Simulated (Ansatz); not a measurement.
# Rh(111) film of 2 layers: electron–phonon coupling and resistivity, part 4 of 4

Question: is the lattice of Rh(111) film of 2 layers stable, and if so, what are its coupling constant and resistivity?

Ansatz 0.2.0; DFT PBEsol, scalar-relativistic, plane waves, PAW; PAW set soft_1.

So far, coupling constant λ: step 7 (electron–phonon run: q 3×3×1, k 9×9×1, scattering 18×18×1) 0.367. Also log mean phonon energy ħω_log (meV): step 7 17.4.

**8. Coupling and resistivity: q 3×3×1, k 12×12×1, scattering 24×24×1**

The next rung changes the k mesh of the density and its response; the scattering mesh, which samples the Fermi surface.

File input.yaml:

```yaml
crystal:
  lattice:
    - [2.5987214349, -2.7919e-06, 0.0]
    - [-1.2993582996, 2.2505601759, 0.0]
    - [0.0, 0.0, 28.1878614963]
  atoms:
    - { symbol: Rh, position: [0.0, 0.0, 0.1957573961] }
    - { symbol: Rh, position: [0.3333333333, 0.6666666667, 0.2723139402] }
  periodic: [true, true, false]
kpoints:
  mp_grid: { grid: [12, 12, 1] }
hamiltonian:
  xc: pbesol
  pseudopotentials: { kind: paw, azcp: { folder: soft_1 }, xc_functional: pbe }
scf:
  occupations: { method: methfessel_paxton, width: 0.2 }
output:
  eigenvalues: true
phonons:
  method: dfpt
  qmesh: [3, 3, 1]
  temperatures: { t_max: 1000, t_step: 50 }
  qpath:
    path:
      - [0.0, 0.0, 0.0]
      - [0.5, 0.0, 0.0]
      - [0.33333333, 0.33333333, 0.0]
      - [0.0, 0.0, 0.0]
    npoints: 10
  electrical_resistivity:
    mesh: [24, 24, 1]
    temperatures: [20.0, 50.0, 77.0, 100.0, 150.0, 200.0, 300.0, 400.0, 600.0, 800.0]
```

Run with:

```sh
> ansatz run input.yaml --threads 4 --pin off --max-ram 20480MiB --backend cpu --events-out ev --progress --plain --runs-dir out
```

Numbers of over 12 decimals in the logs are rounded to 6 here.

Log:

```text
[...]
Crystal: 2 atoms, lattice volume = 164.859 Å³
Basis set: ecut = 420 eV, 3305 PW (Γ), exchange–correlation on 36×36×384 points (8 copies of the dense FFT grid, shifted against one another)
Bands: 21, of which v1, the nominal top of the filled ones, is band 17 counted from 1 (16 counted from 0)
Symmetry: 12 space group operations
k-points: 19 of 144 (irreducible under 6 space group operations, time reversal used)
[...]
SCF iter   1: F=—  HF=-12676.821019 eV  |F-HF|=—  |Δ(HF+E_count)|=         —  Δρ=4.37e-2  dr2=3.29e0  ethr=3.10e-3  ⟨swp⟩=13.8  Hψ=7335  notcnv=0  defer=10
[...]
SCF iter  11: F=-12675.807928 eV  HF=-12675.807928 eV  |F-HF|=5.64e-11  |Δ(HF+E_count)|=   6.48e-9  S|Δr|=    0.00e0  Δρ=5.48e-8  dr2=8.42e-12  ethr=1.00e-12  ⟨swp⟩=23.0  Hψ=5047  notcnv=0
SCF 1 converged in 11 iterations: F = -12675.807928 eV  dr2 = 8.42e-12
[...]
Bands: 25, of which v1, the nominal top of the filled ones, is band 17 counted from 1 (16 counted from 0)
k-points: 19 of 144
SCF iter   1: F=—  HF=-12676.821019 eV  |F-HF|=—  |Δ(HF+E_count)|=         —  Δρ=4.37e-2  dr2=3.29e0  ethr=3.10e-3  ⟨swp⟩=13.8  Hψ=4046  notcnv=0  defer=10
[...]
SCF iter  11: F=-12675.807928 eV  HF=-12675.807928 eV  |F-HF|=8.91e-11  |Δ(HF+E_count)|=   6.52e-9  S|Δr|=    0.00e0  Δρ=5.51e-8  dr2=8.77e-12  ethr=1.00e-12  ⟨swp⟩=3.1  Hψ=1983  notcnv=0
SCF 2 converged in 11 iterations: F = -12675.807928 eV  dr2 = 8.77e-12
[...]
SCF converged after 11 iterations
[...]
Free energy (F): -12675.807928 eV
[...]
Internal energy: -12675.808533 eV  (E = F + TS)
E sigma→0 (E₀):  -12675.808079 eV
Entropy (-TS):   0.000605 eV (0.302 meV/atom)
Fermi energy:    -5.320111 eV
[...]
--- Band table (eV; the first three rows and the last of 19) ---
  k-point 0: bands = [... 13 lower, -8.0444, -8.0444, -6.4650, -5.9163, -5.9163, -4.8926, -4.8926, -4.3741, ... 4 higher]
  k-point 1: bands = [... 13 lower, -8.0402, -7.8554, -6.8442, -6.0021, -5.8718, -5.4494, -4.8844, -3.2681, ... 4 higher]
  k-point 2: bands = [... 13 lower, -7.4740, -7.4063, -7.3368, -6.5650, -6.1571, -4.8851, -4.7904, -1.8877, ... 4 higher]
  k-point 18: bands = [... 13 lower, -8.0880, -7.9107, -6.2800, -5.2909, -5.2909, 3.0384, 3.1689, 3.1689, ... 4 higher]
  ° read free of the cell's end (the report's vacuum.weakly_bound_levels)
[...]
ASR residual: 9.132e-5 → 0.000e0 eV/Å²; symmetrization residual: 1.728e-7 eV/Å²
[...]
ASR residual per site (eV/Å²): 9.13e-5 9.13e-5
  Γ frequencies (cm⁻¹): 0.00 0.00 0.00 117.84 117.84 225.81
--- Phonons (arbitrary-q DFPT): 3 irreducible q on the 3×3×1 mesh ---
[...]
interpolated dispersion: 31 rows × 6 modes
[...]
--- Electrical resistivity: potentials and phonons of a 3×3×1 supercell ---
[...]
at the Fermi level of each mesh (of a tensor half of its trace):
[...]
24×24×1                     1.5776              3.5096    0.4170    0.4673          17.455
        12×12×1                     1.6323              3.2537    0.4070    0.5347          17.569
          6×6×1                     1.4621              3.3913    0.4687    0.5952          18.643
  resistivity on the deck's mesh, µΩ·cm:
[...]
20.00     3.6964e-2              no     3.6964e-2     3.6964e-2      0.0000e0       6.3783e-2         5.9122e-2
     50.00      1.4651e0              no      1.4651e0      1.4651e0      0.0000e0        2.0406e0          1.6262e0
     77.00      4.9486e0              no      4.9486e0      4.9486e0      0.0000e0        5.9984e0          5.2842e0
    100.00      8.6684e0              no      8.6684e0      8.6684e0      0.0000e0        9.9033e0          9.1245e0
    150.00      1.6975e1              no      1.6975e1      1.6975e1      0.0000e0        1.8551e1          1.7651e1
    200.00      2.4986e1              no      2.4986e1      2.4986e1      0.0000e0        2.7086e1          2.5871e1
    300.00      4.0676e1              no      4.0676e1      4.0676e1      0.0000e0        4.4166e1          4.1941e1
    400.00      5.6398e1              no      5.6398e1      5.6398e1      0.0000e0        6.1488e1          5.7997e1
    600.00      8.7759e1              no      8.7759e1      8.7759e1      0.0000e0        9.6148e1          8.9930e1
    800.00      1.1861e2              no      1.1861e2      1.1861e2      0.0000e0        1.3024e2          1.2120e2
  sheet resistance at 20 K: 0.1311 Ω
[...]
sheet resistance at 50 K: 5.198 Ω
[...]
sheet resistance at 77 K: 17.56 Ω
[...]
sheet resistance at 100 K: 30.75 Ω
[...]
sheet resistance at 150 K: 60.22 Ω
[...]
sheet resistance at 200 K: 88.64 Ω
[...]
sheet resistance at 300 K: 144.3 Ω
[...]
sheet resistance at 400 K: 200.1 Ω
[...]
sheet resistance at 600 K: 311.3 Ω
[...]
sheet resistance at 800 K: 420.8 Ω
[...]
vibrations of 9 cells: unjudged by the run; compare a larger repeat
[...]
```

The job ended after 2.8 min (4 threads of Arm Neoverse V2, shared host; peak memory 1.6 GiB; 11 min of CPU time).

Numbers from this step:

| Quantity | Value |
| --- | --- |
| zero point energy | 0.06213 eV/cell |
| highest frequency, solved or plainly interpolated | 255.9 cm⁻¹ |
| sheet resistance 300K | 144.3 Ω/square, mean in the plane |
| resistivity at 300 K | 40.68 μΩ cm, mean of the axes, of the whole cell with its vacuum |
| coupling constant λ | 0.417 |
| density of states at the Fermi level | 1.578 states/eV a spin and cell |
| log mean phonon energy ħω_log | 17.46 meV |
| transport coupling constant λ_tr | 0.4673, 0.4673, 0 (xx, yy, zz) |
| Drude plasma energy | 3.51, 3.51, 0 eV (xx, yy, zz), of the whole cell with its vacuum |
| second-moment phonon energy ħω₂ | 19.54 meV, from the broadened α²F curve |
| coupling λ by branch | 0.12, 0.0975, 0.0621, 0.0659, 0.0374, 0.0339 (branches by rank of frequency) |

Solved on the 3×3×1 mesh alone; all other wavevectors are interpolated. Phonon branches along the path, in cm⁻¹:

```
point  branch 1  branch 2  branch 3  branch 4  branch 5  branch 6
    Γ         0         0         0       118       118       226
    M       117       140       158       178       249       256
    K       154       154       192       209       209       223
    Γ         0         0         0       118       118       226
```

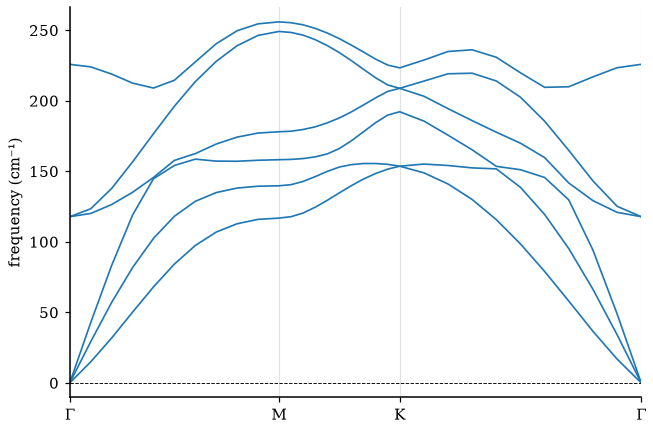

Phonon branches along the path.

The Eliashberg function α²F has structure finer than the step of the table below, so its rows give means over 2 meV, whole bins alone (the curve runs from 0.122 to 31.1 meV). Peaks (meV: height): α²F 12.8: 0.240, 17.9: 0.827, 23.3: 0.464, 27.7: 0.245, 30.4: 0.232; α²F tr 13.1: 0.263, 17.9: 1.06, 23.3: 0.473, 23.8: 0.464, 27.7: 0.379.

Table of Eliashberg function α²F by phonon energy; means over each step:

```
phonon energy (meV)      α²F   α²F tr
                  2  0.00100   6.8e-4
                  4  0.00342  0.00180
                  6  0.00691  0.00461
                  8   0.0169   0.0144
                 10   0.0431   0.0321
                 12    0.124    0.123
                 14    0.144    0.145
                 16    0.106    0.124
                 18    0.458    0.478
                 20    0.182    0.233
                 22    0.224    0.275
                 24    0.189    0.218
                 26    0.103    0.167
                 28    0.168    0.253
                 30    0.159    0.192
```

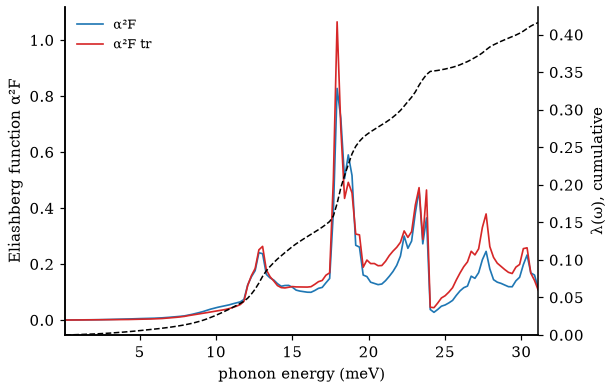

Eliashberg function α²F against phonon energy. The dashed line is the running λ.

Of the whole cell with its vacuum, so only the sheet resistance is a property of the layer; the means are those of the plane. Resistivity, by row:

```
T (K)  ρ_xx (μΩ cm)     ρ_yy  ρ_zz  ρ by Ziman's lowest order, mean  ρ by relaxation times, mean  within 2 % of the coarser mesh
   20       0.03696  0.03696     -                          0.06378                      0.05912                              no
   50         1.465    1.465     -                            2.041                        1.626                              no
   77         4.949    4.949     -                            5.998                        5.284                              no
  100         8.668    8.668     -                            9.903                        9.124                              no
  150         16.97    16.97     -                            18.55                        17.65                              no
  200         24.99    24.99     -                            27.09                        25.87                              no
  300         40.68    40.68     -                            44.17                        41.94                              no
  400          56.4     56.4     -                            61.49                           58                              no
  600         87.76    87.76     -                            96.15                        89.93                              no
  800         118.6    118.6     -                            130.2                        121.2                              no
```

The cell's resistivity over its height. The sheet resistance, along x by temperature:

```
temperature (K)  sheet resistance, along x (Ω/square)
             20                                 0.131
             50                                  5.20
             77                                  17.6
            100                                  30.8
            150                                  60.2
            200                                  88.6
            300                                   144
            400                                   200
            600                                   311
            800                                   421
```

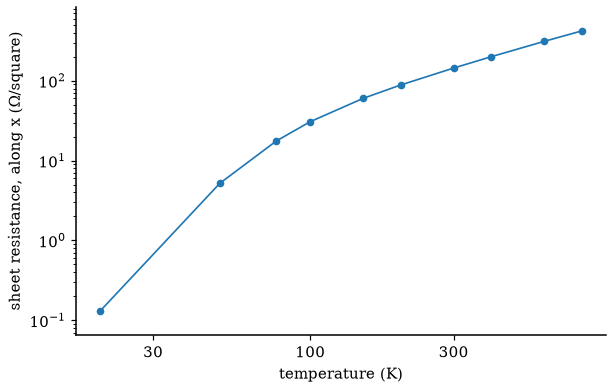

Sheet resistance, along x, plotted against temperature.

Some points of the scattering mesh along the symmetry lines, up to three branches each (those of largest λ), at most 39 rows; the frequencies are those of the scattering step, which can differ from the solved and plainly interpolated ones; single rows converge slowly. Mode couplings:

```
    q1      q2  q3  branch  ħω (meV)     λ_q  half width (meV)
 0.125       0   0       1      3.43  0.0415           0.00243
 0.125       0   0       2      8.42  0.0579            0.0203
 0.125       0   0       3     13.08  0.0964            0.0817
0.2083       0   0       1      7.59  0.0766            0.0219
0.2083       0   0       4     18.81  0.0737             0.129
0.2083       0   0       5     23.93  0.0345            0.0979
0.3333       0   0       1     12.35   0.125            0.0945
0.3333       0   0       2     16.62  0.0684            0.0936
0.3333       0   0       3     18.62  0.0941             0.162
0.4583       0   0       1      12.2   0.247             0.182
0.4583       0   0       2     18.86   0.335              0.59
0.4583       0   0       4      22.2   0.074             0.181
0.4583  0.0833   0       1     12.93   0.177             0.147
0.4583  0.0833   0       2     18.86   0.125              0.22
0.4583  0.0833   0       4     22.93  0.0792             0.206
0.3333  0.3333   0       4     23.92  0.0983             0.279
0.3333  0.3333   0       5     23.92  0.0983             0.279
0.3333  0.3333   0       6     25.54   0.172             0.557
0.2083  0.2083   0       1     13.29   0.142             0.125
0.2083  0.2083   0       2     18.52   0.112             0.191
0.2083  0.2083   0       4     23.04  0.0641             0.168
 0.125   0.125   0       1       7.9  0.0837            0.0259
 0.125   0.125   0       2      14.4  0.0367            0.0378
 0.125   0.125   0       3      17.6  0.0504            0.0773
```

Largest shares of lambda; single rows converge slowly. Strongest modes:

```
     q1      q2  q3  star  branch  ħω (meV)     λ_q  half width (meV)
0.04167  0.4167   0    12       2     18.63   0.287            0.4935
 0.2083    0.25   0    12       2     17.97    0.23            0.3682
 0.2083    0.25   0    12       1     14.26  0.2198            0.2214
  0.125  0.3333   0    12       2     18.04  0.1952            0.3149
 0.1667  0.2917   0    12       2     18.05    0.19            0.3069
0.04167  0.4167   0    12       1     12.73  0.1878            0.1509
0.08333   0.375   0    12       2     18.25  0.1874            0.3094
  0.125  0.4167   0    12       1     13.99  0.1781            0.1728
```

300 K. The cumulative share of the conductivity, along x by mean free path:

```
mean free path (nm)  cumulative share of the conductivity, along x
              0.891                                        0.00227
                  1                                        0.00282
               1.12                                        0.00339
               1.26                                        0.00404
               1.41                                        0.00460
               1.58                                        0.00551
               1.78                                        0.00673
               2.00                                         0.0153
               2.24                                         0.0280
               2.51                                         0.0420
               2.82                                         0.0484
               3.16                                         0.0895
               3.55                                          0.164
               3.98                                          0.298
               4.47                                          0.355
               5.01                                          0.429
               5.62                                          0.504
               6.31                                          0.634
               7.08                                          0.759
               7.94                                          0.864
               8.91                                          0.915
                 10                                          0.983
```

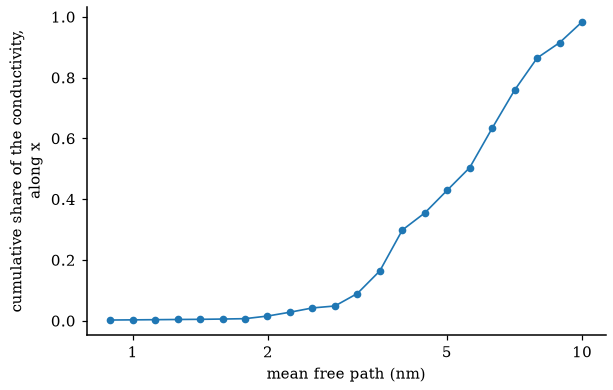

Cumulative share of the conductivity, along x, plotted against mean free path.

Resistivity by mesh:

```
   mesh  T (K)  mean rho (μΩ cm)
24x24x1     20           0.03696
24x24x1    300             40.68
24x24x1    800             118.6
12x12x1     20           0.04023
12x12x1    300             49.94
12x12x1    800             140.8
  6x6x1     20           0.02938
  6x6x1    300             52.78
  6x6x1    800             144.6
```

The modes, Rh has structure finer than the step of the table below, so its rows give means over 20 cm⁻¹, whole bins alone (the curve runs from -10 to 273 cm⁻¹). Peaks (cm⁻¹: height): 100.4: 0.0200, 123.6: 0.0386, 155.7: 0.0915, 178.8: 0.0479, 221.6: 0.0453, 237.6: 0.0467.

Phonopy on the run's constants, 21x21x1 mesh, Gaussian sigma 2.0 cm⁻¹. Table of modes, Rh by wavenumber; means over each step:

```
wavenumber (cm⁻¹)  modes, Rh (1/cm⁻¹/cell)
                0                   3.7e-4
               20                  0.00221
               40                  0.00367
               60                  0.00499
               80                  0.00870
              100                   0.0135
              120                   0.0294
              140                   0.0451
              160                   0.0610
              180                   0.0340
              200                   0.0176
              220                   0.0366
              240                   0.0370
              260                  0.00576
```

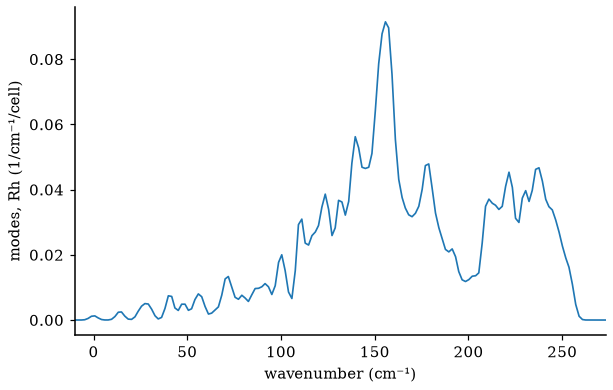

Modes, Rh against wavenumber.

By its own test the run is not converged in the mesh. λ = 0.417 and 144 Ω per square at 300 K, against 0.367 and 147 in the run with q 3×3×1, k 9×9×1, scattering 18×18×1 (+13.7 % and -1.8 %). N(E_F) moves by +9.1 % and the coupling-weighted phonon energy by +0.7 %; λ goes as N/ω², which would give +7.5 % if the matrix elements stayed. The run's own test puts 23 % between its two finest meshes on the component of the resistivity at 300 K that moves most, more than that change.

**9. Results**

| Property | Result |
| --- | --- |
| run | PBEsol, q 3×3×1, k 12×12×1, scattering 24×24×1 |
| coupling constant λ | 0.417 |
| log mean phonon energy ħω_log | 17.5 meV |
| states at the Fermi level | 1.58 states/eV/spin/cell |
| sheet resistance at 300 K | 144 Ω per square |
| change between its two finest scattering meshes | λ 2 %, resistivity at 300 K 23 % |
| time of that run | 2.8 min |

In words: On the last rung that gave a resistivity at the base settings (q 3×3×1, k 12×12×1, scattering 24×24×1), Rh(111) film of 2 layers has λ = 0.42 and a phonon-limited sheet resistance of 144 Ω per square at 300 K. Twice the integral of α²F/ω over this curve gives λ = 0.42, half of it from below 18.4 meV. The coupling is moderate (λ = 0.42), so phonons raise the electrons' mass at the Fermi surface by about 42 %. Values of ρ(T) under 50 K rest on the softest modes, mostly interpolated ones, and are the least sure of the table. The high-temperature form ρ = 2π k_B T λ_tr/(ħ ε₀ ω_p²) gives 45.8 μΩ cm along x at 300 K, against 40.7 from the Boltzmann equation. Ziman's lowest order at 300 K, 44.2, lies between: the step down to it comes mostly from the finite phonon energies, and the full solution lies lower still, since it lets the current shift to the states that scatter least. The three lowest branches give 67 % of λ. By the run's own test, which takes the component that moves most, the resistivity at 300 K moves by 23 % between its two finest scattering meshes, so it is not converged. In the run quoted no mode is imaginary at the wavevectors of the 3×3×1 mesh; wavevectors off that mesh are interpolated. Only scattering by harmonic phonons counts; impurities, grain boundaries and thermal expansion are left out. The resistivity belongs to the whole cell, vacuum included; the sheet resistance is the quantity that does not depend on the vacuum. The PAW files were made for PBE; under other functionals the run regenerates their frozen core. The c of the given cell is the typed one; the program laid its own vacuum and ran the layer in a cell 28.2 Å high. The structure was built by hand as an ordered model, and its stability against other phases was not tested.

[Logs are printed without paths, hosts, clocks, repeated set-up lines and the standing remarks that a program may print on its own settings, such as how far it seeks lower states.]

[Hosts, paths, dates, database ids (printed as entryN), source tags and the programs' standing remarks are cut or masked in the printed files.]
